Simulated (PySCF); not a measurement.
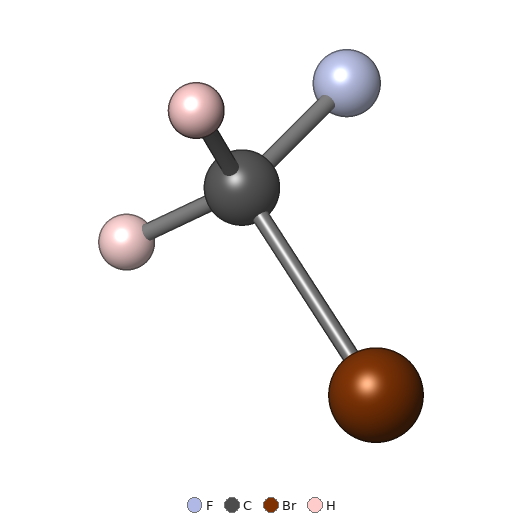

A ball-and-stick model of a molecule.

**Which formula does it have?**

CH₂BrF, 5 atoms: 1 carbon, 2 hydrogen, 1 bromine and 1 fluorine.

**Count the bonded pairs by element.**

2 C–H, 1 C–F, 1 C–Br.

**Name functional groups in it.**

Among them: C–F bond, C–Br bond.

**Give a SMILES string for it.**

FCBr

More results for the same structure follow; atom numbers are the same in all pictures, views and colours differ. The geometry was computed by an optimisation with PBE0-D3(BJ)/def2-SVP. No frequency run is at hand to confirm it as a minimum.

Symmetry

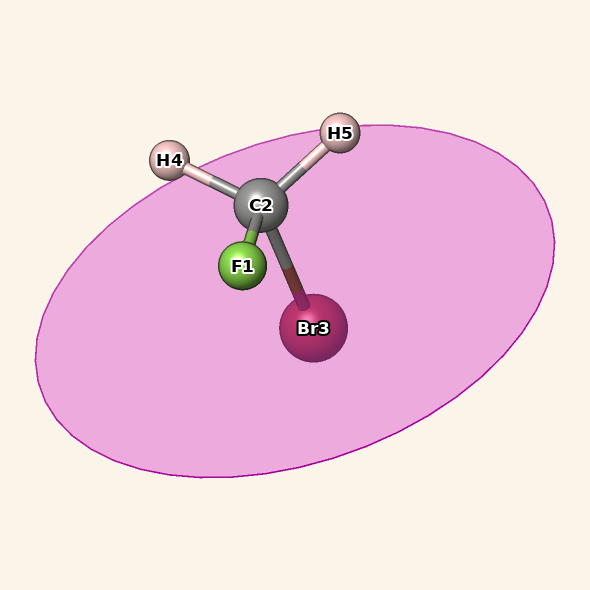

A disc through the centre of mass is drawn in. Depth is shown by fading: the farther an atom, the more it takes the colour of the background. No frequency run is at hand to confirm it as a minimum.

**Is the plane of the disc a mirror plane of the structure?**

No. The point group is Cs, with 1 mirror plane, and this plane isn't one of its mirror planes.

Dipole moment

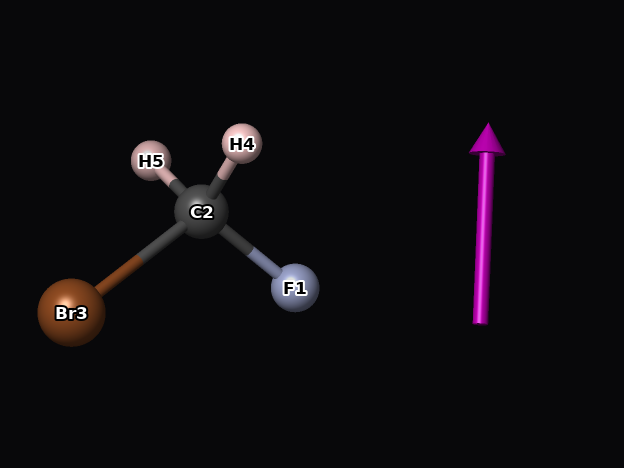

The arrow beside the molecule shows the direction of the dipole moment, from the negative to the positive end (its length means nothing). No frequency run is at hand to confirm it as a minimum. Level of theory: PBE0/def2-TZVPD, gas phase (PySCF 2.14.0).

**How large is the dipole moment?**

1.74 D; it points from the side of Br3 to the side of H4, H5 (the outermost atoms at the two ends).

Excitation

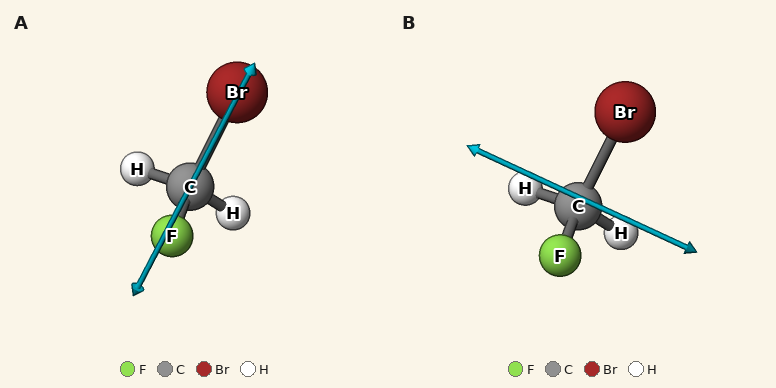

The double arrows show the directions of two transition dipoles from the ground state (lengths mean nothing). No frequency run is at hand to confirm it as a minimum. Properties computed with TDDFT PBE0/aug-cc-pVDZ, vertical, gas phase, core orbitals frozen in the response (PySCF 2.14.0).

**One belongs to singlet state 5 and one to singlet state 9. Which is which?**

A: state 5, 8.02 eV (155 nm), oscillator strength 0.029, mainly HOMO → LUMO+2 (weight 0.98).
B: state 9, 8.52 eV (146 nm), oscillator strength 0.069, mainly HOMO → LUMO+4 (weight 0.94).

Polarisability

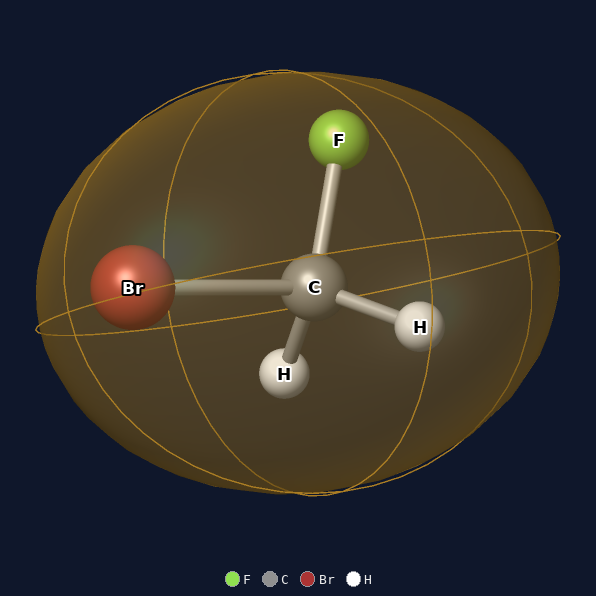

The ellipsoid shows the static dipole polarisability: its half-axes are proportional to the principal values. No frequency run is at hand to confirm it as a minimum. Level of theory: PBE0/aug-cc-pVDZ (PySCF 2.14.0).

**How large and how anisotropic is the polarisability?**

Principal values 31.1, 32.4, 45.8 bohr³; mean 36.5 bohr³ (5.40 Å³); anisotropy 14.1 bohr³, so the longest axis is 1.47 times the shortest.
